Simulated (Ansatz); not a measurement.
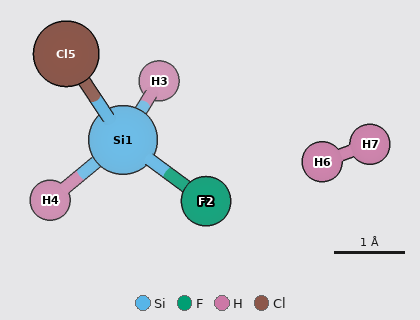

**Figure 1.** The input geometry (ball-and-stick view, seen at a tilt; atoms are numbered from 1 in the order of the input). Bond lengths as drawn: Cl–Si 2.11 Å, F–Si 1.64 Å, H–H 0.74 Å and H–Si 1.45 Å.

# SiH₄ClF: nudged elastic band

SiH₄ClF, computed with UKS B3LYP/STO-3G (Ansatz 0.2.0).

It belongs to a series of runs on one base structure; here: band between the two ends. Figures and captions count atoms from 1; the log counts them from 0 in places.

## The input
```yaml
crystal:
  periodic: [false, false, false]
  atoms:
    - { symbol: Si, position_ang: [-0.607311, -0.710529, -0.062298] }
    - { symbol: F, position_ang: [0.450265, 0.07397, 0.912646] }
    - { symbol: H, position_ang: [-0.1249, -0.72544, -1.429812] }
    - { symbol: H, position_ang: [-0.859251, -2.044514, 0.448693] }
    - { symbol: Cl, position_ang: [-2.441, 0.342236, -0.040652] }
    - { symbol: H, position_ang: [1.562506, 1.286476, 0.237556] }
    - { symbol: H, position_ang: [2.019792, 1.778, -0.066134] }
magnetization:
  spin_polarized: true
basis:
  gaussian: { orbitals: STO-3G }
hamiltonian:
  xc: b3lyp
neb:
  order_check: false
  images: 5
  f_tol: 0.03
  max_iterations: 60
  spring: 20.0
  final_atoms:
    - { symbol: Si, position_ang: [0.0441893, -0.39272934, -0.5112] }
    - { symbol: F, position_ang: [0.69198812, 0.51594205, 1.34512006] }
    - { symbol: H, position_ang: [-0.52508043, -0.90576523, -1.74164475] }
    - { symbol: H, position_ang: [0.14755992, -1.55167415, 0.34931147] }
    - { symbol: Cl, position_ang: [-1.56557887, 0.97951539, -0.03002603] }
    - { symbol: H, position_ang: [-0.07859514, 1.12606027, 1.50804241] }
    - { symbol: H, position_ang: [1.28561811, 0.22885, -0.91960416] }
  initial_path:
    images:
      - { positions_ang: [[-0.607311, -0.710529, -0.062298], [0.450265, 0.07397, 0.912646], [-0.1249, -0.72544, -1.429812], [-0.859251, -2.044514, 0.448693], [-2.441, 0.342236, -0.040652], [1.562506, 1.286476, 0.237556], [2.019792, 1.778, -0.066134]] }
      - { positions_ang: [[-0.49439068, -0.60682459, -0.12853413], [0.50767487, 0.11171181, 1.08548339], [-0.10222097, -0.71876358, -1.50987014], [-0.70841155, -1.92105647, 0.44002649], [-2.26646945, 0.46302255, -0.04156397], [1.39342925, 1.15402828, 0.34033846], [1.67048952, 1.518081, -0.18588111]] }
      - { positions_ang: [[-0.38147036, -0.50312019, -0.19477025], [0.56508475, 0.14945362, 1.25832077], [-0.07954195, -0.71208715, -1.58992828], [-0.55757209, -1.79759895, 0.43135998], [-2.09193889, 0.5838091, -0.04247594], [1.2243525, 1.02158057, 0.44312092], [1.32118705, 1.25816199, -0.30562821]] }
      - { positions_ang: [[-0.26855004, -0.39941578, -0.26100638], [0.62249462, 0.18719543, 1.43115816], [-0.05686292, -0.70541073, -1.66998642], [-0.40673264, -1.67414142, 0.42269347], [-1.91740834, 0.70459566, -0.0433879], [1.05527574, 0.88913285, 0.54590338], [0.97188457, 0.99824299, -0.42537532]] }
      - { positions_ang: [[-0.16430359, -0.39718697, -0.34440425], [0.64565912, 0.29677764, 1.40247879], [-0.21293542, -0.77219556, -1.69387253], [-0.22196845, -1.633319, 0.39823281], [-1.80013185, 0.79623557, -0.03893395], [0.67731878, 0.96810866, 0.86661639], [1.07646242, 0.74177866, -0.59011827]] }
      - { positions_ang: [[-0.06005715, -0.39495815, -0.42780213], [0.66882362, 0.40635985, 1.37379943], [-0.36900793, -0.83898039, -1.71775864], [-0.03720427, -1.59249657, 0.37377214], [-1.68285536, 0.88787548, -0.03447999], [0.29936182, 1.04708447, 1.1873294], [1.18104026, 0.48531433, -0.75486121]] }
      - { positions_ang: [[0.0441893, -0.39272934, -0.5112], [0.69198812, 0.51594205, 1.34512006], [-0.52508043, -0.90576523, -1.74164475], [0.14755992, -1.55167415, 0.34931147], [-1.56557887, 0.97951539, -0.03002603], [-0.07859514, 1.12606027, 1.50804241], [1.28561811, 0.22885, -0.91960416]] }
```

Machine: 1 thread of Intel Xeon (Sapphire Rapids), 64 GiB of memory available, shared host.

Launched with:
```bash
ansatz run input.yaml --threads 1 --pin off --max-ram 2048MiB --backend cpu --events-out ev --progress --plain --runs-dir out
```

## What the program printed
```
Engine: ansatz 0.2.0, x86_64-unknown-linux-gnu
Functional definition: B3LYP
  parameter a0 = 0.2
  parameter ax = 0.72
  parameter ac = 0.81
  exchange = (1 - a0 - ax)*slater_x + ax*b88_x + a0*exact_x
  correlation = (1 - ac)*vwn_rpa_c + ac*lyp_c
347 factors; integrals over basis functions are off by at most 1.1e-5 eV
mean field evaluation 1: about -22913.3261 eV, gradient 1.7e1 eV
mean field evaluation 2: about -22913.7462 eV, gradient 1.7e1 eV
mean field evaluation 4: about -22915.7404 eV, gradient 3.4e-1 eV
mean field evaluation 8: about -22915.7274 eV, gradient 1.0e-3 eV
mean field -22915.72737964 eV, -842.1374483638 hartree, gradient 6.8e-6 eV, S^2 0.000000; 0 other end points of the search recorded, 0 dependent functions left out
the calculation of the forces begins
reference -22915.72754918 eV, -842.1374545944 hartree; 22, 22 occupied and 5, 5 virtual orbitals, 347 factors
359 factors; integrals over basis functions are off by at most 1.2e-5 eV
mean field evaluation 16: about -22914.7261 eV, gradient 2.4e-1 eV
mean field -22914.72509629 eV, -842.1006151300 hartree, gradient 1.3e-5 eV, S^2 0.000000; 0 other end points of the search recorded, 0 dependent functions left out
[... from here on the field's lines of each further geometry are left out, up to the last ...]
NEB iter   1: max|band force component| = 2.259e1 eV/Å  barrier→ = 3.8990 eV  barrier← = 2.8967 eV  Δτ_max = 0.2000 Å  (145 SCF iters)
NEB iter   2: max|band force component| = 1.702e0 eV/Å  barrier→ = 2.8393 eV  barrier← = 1.8371 eV  Δτ_max = 0.1983 Å  (122 SCF iters)
NEB iter   3: max|band force component| = 2.398e0 eV/Å  barrier→ = 2.9024 eV  barrier← = 1.9001 eV  Δτ_max = 0.0995 Å  (117 SCF iters)
NEB iter   4: max|band force component| = 1.235e0 eV/Å  barrier→ = 2.6243 eV  barrier← = 1.6220 eV  Δτ_max = 0.0986 Å  (111 SCF iters)
NEB iter   5: max|band force component| = 1.256e0 eV/Å  barrier→ = 2.5430 eV  barrier← = 1.5407 eV  Δτ_max = 0.0500 Å  (109 SCF iters)
NEB iter   6: max|band force component| = 7.342e-1 eV/Å  barrier→ = 2.3518 eV  barrier← = 1.3495 eV  Δτ_max = 0.0991 Å  (108 SCF iters)
NEB iter   7: max|band force component| = 8.100e-1 eV/Å  barrier→ = 2.1569 eV  barrier← = 1.1546 eV  Δτ_max = 0.0500 Å  (109 SCF iters)
NEB iter   8: max|band force component| = 1.024e0 eV/Å  barrier→ = 2.0823 eV  barrier← = 1.0800 eV  CI = image 3  Δτ_max = 0.0997 Å  (101 SCF iters)
NEB iter   9: max|band force component| = 1.072e0 eV/Å  barrier→ = 2.3384 eV  barrier← = 1.3361 eV  CI = image 3  Δτ_max = 0.2000 Å  (104 SCF iters)
NEB iter  10: max|band force component| = 1.655e0 eV/Å  barrier→ = 2.7376 eV  barrier← = 1.7353 eV  CI = image 3  Δτ_max = 0.1004 Å  (114 SCF iters)
NEB iter  11: max|band force component| = 7.865e-1 eV/Å  barrier→ = 2.6281 eV  barrier← = 1.6258 eV  CI = image 3  Δτ_max = 0.1948 Å  (107 SCF iters)
NEB iter  12: max|band force component| = 6.729e-1 eV/Å  barrier→ = 2.6118 eV  barrier← = 1.6095 eV  CI = image 3  Δτ_max = 0.1939 Å  (110 SCF iters)
NEB iter  13: max|band force component| = 1.400e0 eV/Å  barrier→ = 2.5253 eV  barrier← = 1.5230 eV  CI = image 3  Δτ_max = 0.1017 Å  (109 SCF iters)
NEB iter  14: max|band force component| = 1.267e0 eV/Å  barrier→ = 2.4864 eV  barrier← = 1.4841 eV  CI = image 3  Δτ_max = 0.1939 Å  (111 SCF iters)
NEB iter  15: max|band force component| = 5.163e-1 eV/Å  barrier→ = 2.4593 eV  barrier← = 1.4570 eV  CI = image 3  Δτ_max = 0.1957 Å  (107 SCF iters)
NEB iter  16: max|band force component| = 3.003e-1 eV/Å  barrier→ = 2.4656 eV  barrier← = 1.4633 eV  CI = image 3  Δτ_max = 0.1979 Å  (107 SCF iters)
NEB iter  17: max|band force component| = 3.187e-1 eV/Å  barrier→ = 2.4618 eV  barrier← = 1.4595 eV  CI = image 3  Δτ_max = 0.2000 Å  (105 SCF iters)
NEB iter  18: max|band force component| = 2.387e-1 eV/Å  barrier→ = 2.4611 eV  barrier← = 1.4589 eV  CI = image 3  Δτ_max = 0.1511 Å  (100 SCF iters)
NEB iter  19: max|band force component| = 1.564e-1 eV/Å  barrier→ = 2.4610 eV  barrier← = 1.4587 eV  CI = image 3  Δτ_max = 0.1998 Å  (98 SCF iters)
NEB iter  20: max|band force component| = 1.838e-1 eV/Å  barrier→ = 2.4609 eV  barrier← = 1.4586 eV  CI = image 3  Δτ_max = 0.1000 Å  (98 SCF iters)
NEB iter  21: max|band force component| = 1.147e-1 eV/Å  barrier→ = 2.4608 eV  barrier← = 1.4585 eV  CI = image 3  Δτ_max = 0.1019 Å  (98 SCF iters)
NEB iter  22: max|band force component| = 9.045e-2 eV/Å  barrier→ = 2.4608 eV  barrier← = 1.4585 eV  CI = image 3  Δτ_max = 0.1019 Å  (93 SCF iters)
NEB iter  23: max|band force component| = 6.173e-2 eV/Å  barrier→ = 2.4608 eV  barrier← = 1.4585 eV  CI = image 3  Δτ_max = 0.2000 Å  (89 SCF iters)
NEB iter  24: max|band force component| = 5.110e-2 eV/Å  barrier→ = 2.4608 eV  barrier← = 1.4585 eV  CI = image 3  Δτ_max = 0.2000 Å  (86 SCF iters)
NEB iter  25: max|band force component| = 4.897e-2 eV/Å  barrier→ = 2.4608 eV  barrier← = 1.4585 eV  CI = image 3  Δτ_max = 0.2000 Å  (87 SCF iters)
NEB iter  26: max|band force component| = 5.367e-2 eV/Å  barrier→ = 2.4608 eV  barrier← = 1.4585 eV  CI = image 3  Δτ_max = 0.1014 Å  (85 SCF iters)
NEB iter  27: max|band force component| = 4.060e-2 eV/Å  barrier→ = 2.4608 eV  barrier← = 1.4585 eV  CI = image 3  Δτ_max = 0.1008 Å  (89 SCF iters)
NEB iter  28: max|band force component| = 4.303e-2 eV/Å  barrier→ = 2.4608 eV  barrier← = 1.4585 eV  CI = image 3  Δτ_max = 0.1004 Å  (87 SCF iters)
NEB iter  29: max|band force component| = 6.494e-2 eV/Å  barrier→ = 2.4608 eV  barrier← = 1.4585 eV  CI = image 3  Δτ_max = 0.0502 Å  (86 SCF iters)
NEB iter  30: max|band force component| = 5.206e-2 eV/Å  barrier→ = 2.4608 eV  barrier← = 1.4585 eV  CI = image 3  Δτ_max = 0.0501 Å  (89 SCF iters)
NEB iter  31: max|band force component| = 4.309e-2 eV/Å  barrier→ = 2.4608 eV  barrier← = 1.4585 eV  CI = image 3  Δτ_max = 0.0998 Å  (86 SCF iters)
NEB iter  32: max|band force component| = 4.249e-2 eV/Å  barrier→ = 2.4608 eV  barrier← = 1.4585 eV  CI = image 3  Δτ_max = 0.0996 Å  (87 SCF iters)
NEB iter  33: max|band force component| = 4.648e-2 eV/Å  barrier→ = 2.4608 eV  barrier← = 1.4585 eV  CI = image 3  Δτ_max = 0.0499 Å  (89 SCF iters)
NEB iter  34: max|band force component| = 3.385e-2 eV/Å  barrier→ = 2.4608 eV  barrier← = 1.4585 eV  CI = image 3  Δτ_max = 0.0498 Å  (93 SCF iters)
NEB iter  35: max|band force component| = 3.268e-2 eV/Å  barrier→ = 2.4608 eV  barrier← = 1.4585 eV  CI = image 3  Δτ_max = 0.0250 Å  (93 SCF iters)
the calculation of the forces begins
reference -22914.51622203 eV, -842.0929391428 hartree; 22, 22 occupied and 5, 5 virtual orbitals, 350 factors
355 factors; integrals over basis functions are off by at most 3.4e-5 eV
mean field -22913.26656575 eV, -842.0470151214 hartree, gradient 1.2e-5 eV, S^2 0.000000; 1 other end points of the search recorded, 0 dependent functions left out
the calculation of the forces begins
reference -22913.26671859 eV, -842.0470207382 hartree; 22, 22 occupied and 5, 5 virtual orbitals, 355 factors
NEB iter  36: max|band force component| = 1.597e-2 eV/Å  barrier→ = 2.4608 eV  barrier← = 1.4585 eV  CI = image 3  Δτ_max = 0.0000 Å  (194 SCF iters)
```

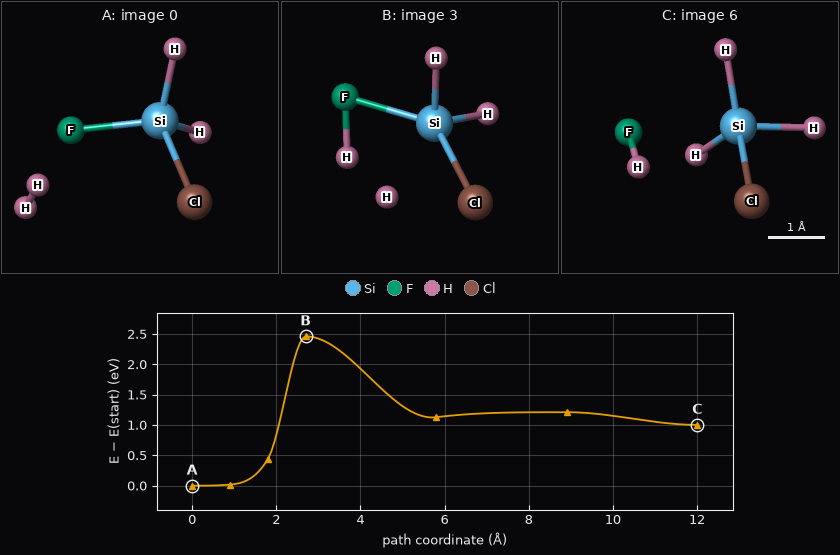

**Figure 2.** Images of the last band (counted from 0; ball-and-stick, seen at a tilt) above the energy along the path; the line is a cubic interpolation that uses the forces. The highest image is number 3, 2.461 eV above the start and 1.459 eV above the end (the climbing image); the end lies 1.002 eV above the start. The path is 12.00 Å long. The band converged in 36 iterations.

```
Total energy: -22913.26671859 eV, -842.0470207382 hartree
Atom 0 at    -0.250876    -0.334497    -0.123623 Å, force    -0.000356    -0.004157     0.004015 eV/Å
Atom 1 at     1.168042    -0.188484     0.983870 Å, force    -0.001888    -0.005573    -0.001195 eV/Å
Atom 2 at     0.253654    -0.754526    -1.413502 Å, force     0.000396     0.000796     0.000137 eV/Å
Atom 3 at    -0.725315    -1.504282     0.592152 Å, force    -0.000547    -0.000109    -0.000354 eV/Å
Atom 4 at    -2.120225     0.672878    -0.384163 Å, force     0.000520    -0.000495     0.000154 eV/Å
Atom 5 at     1.167016     0.845482     0.512092 Å, force     0.000834     0.004031     0.001813 eV/Å
Atom 6 at     0.507805     1.263628    -0.166828 Å, force     0.001040     0.005507    -0.004569 eV/Å
Dipole moment:     0.645836    -0.223053     0.158325 e Å
this run last wrote the band of iteration 36 to [file]
```

## The last band as extended XYZ (Å, eV, eV/Å)
```
7
Properties=species:S:1:pos:R:3:forces:R:3 image=0 energy=-22915.72738
Si   -0.6073   -0.7105   -0.0623    0.0263   0.0077   0.0119
F     0.4503    0.0740    0.9126   -0.0287  -0.0174  -0.0253
H    -0.1249   -0.7254   -1.4298   -0.0064  -0.0005   0.0156
H    -0.8593   -2.0445    0.4487    0.0000   0.0226  -0.0063
Cl   -2.4410    0.3422   -0.0407    0.0102  -0.0094   0.0028
H     1.5625    1.2865    0.2376    0.0126   0.0137  -0.0095
H     2.0198    1.7780   -0.0661   -0.0141  -0.0167   0.0108
7
Properties=species:S:1:pos:R:3:forces:R:3 image=1 energy=-22915.71000
Si   -0.4897   -0.7760   -0.0553   -0.0119  -0.0125  -0.0012
F     0.7052   -0.1947    0.9027   -0.0183   0.0117  -0.0059
H    -0.0054   -0.9587   -1.4094   -0.0123  -0.0133  -0.0013
H    -1.0289   -1.9952    0.5121   -0.0040  -0.0186  -0.0024
Cl   -2.0499    0.6482   -0.1201   -0.0138  -0.0152   0.0045
H     1.3322    1.3252    0.2492    0.0106   0.0194  -0.0029
H     1.5367    1.9515   -0.0792    0.0497   0.0286   0.0091
7
Properties=species:S:1:pos:R:3:forces:R:3 image=2 energy=-22915.28712
Si   -0.3229   -0.6430   -0.0384   -0.0897  -0.4727   0.1217
F     0.9128   -0.2806    0.9968   -0.3895  -0.0878   0.0390
H     0.2015   -0.8151   -1.3791   -0.0184  -0.0740   0.0522
H    -0.9217   -1.8056    0.5454   -0.2351  -0.4877  -0.0894
Cl   -1.9138    0.7488   -0.2267    0.2825   0.0173   0.2018
H     1.1562    1.1489    0.2918   -0.0625   0.5049  -0.3037
H     0.8881    1.6469   -0.1899    0.5127   0.6000  -0.0217
7
Properties=species:S:1:pos:R:3:forces:R:3 image=3 energy=-22913.26657
Si   -0.2509   -0.3345   -0.1236   -0.0004  -0.0042   0.0040
F     1.1680   -0.1885    0.9839   -0.0019  -0.0056  -0.0012
H     0.2537   -0.7545   -1.4135    0.0004   0.0008   0.0001
H    -0.7253   -1.5043    0.5922   -0.0005  -0.0001  -0.0004
Cl   -2.1202    0.6729   -0.3842    0.0005  -0.0005   0.0002
H     1.1670    0.8455    0.5121    0.0008   0.0040   0.0018
H     0.5078    1.2636   -0.1668    0.0010   0.0055  -0.0046
7
Properties=species:S:1:pos:R:3:forces:R:3 image=4 energy=-22914.59908
Si   -0.5983    0.0737   -0.3990    0.0260  -0.0286   0.0203
F     1.7208    0.3561    0.9470   -0.0680  -0.0082   0.0241
H     0.5485   -0.4600   -1.0936    0.0151  -0.0461   0.0083
H    -0.7423   -0.3652    0.9688    0.0041  -0.0973  -0.0120
Cl   -2.2748   -0.7150   -1.4373    0.0339   0.0783   0.0600
H     2.0337   -0.4024    1.5127   -0.1025   0.1187  -0.1148
H    -0.6875    1.5131   -0.4985    0.0915  -0.0168   0.0141
7
Properties=species:S:1:pos:R:3:forces:R:3 image=5 energy=-22914.51604
Si   -0.4820   -0.4296   -0.8275    0.0010  -0.0012  -0.0073
F     1.5551    0.6460    1.7444    0.0006   0.0000  -0.0005
H    -0.0955   -1.2437   -1.9578    0.0036   0.0003   0.0025
H    -0.5034   -1.2110    0.3879   -0.0041   0.0007   0.0005
Cl   -2.4425    0.2649   -1.1824   -0.0006   0.0000   0.0030
H     1.5889    1.2502    2.5336    0.0005   0.0000  -0.0011
H     0.3795    0.7234   -0.6982   -0.0010   0.0002   0.0029
7
Properties=species:S:1:pos:R:3:forces:R:3 image=6 energy=-22914.72510
Si    0.0442   -0.3927   -0.5112    0.0060  -0.0040  -0.0002
F     0.6920    0.5159    1.3451   -0.0075   0.0062   0.0009
H    -0.5251   -0.9058   -1.7416   -0.0014   0.0009   0.0001
H     0.1476   -1.5517    0.3493   -0.0002   0.0035  -0.0006
Cl   -1.5656    0.9795   -0.0300   -0.0028   0.0015  -0.0005
H    -0.0786    1.1261    1.5080    0.0084  -0.0075  -0.0020
H     1.2856    0.2288   -0.9196   -0.0025  -0.0006   0.0023
```

## Summary

```json
{"quantity": "outcome", "value": "converged"}
{"quantity": "barrier, forward", "value": "2.461 eV"}
{"quantity": "barrier, backward", "value": "1.458 eV"}
{"quantity": "wall time", "value": "3.3 min"}
{"quantity": "peak memory", "value": "0.13 GiB"}
```

## Remarks

The order of the saddle point was not checked.
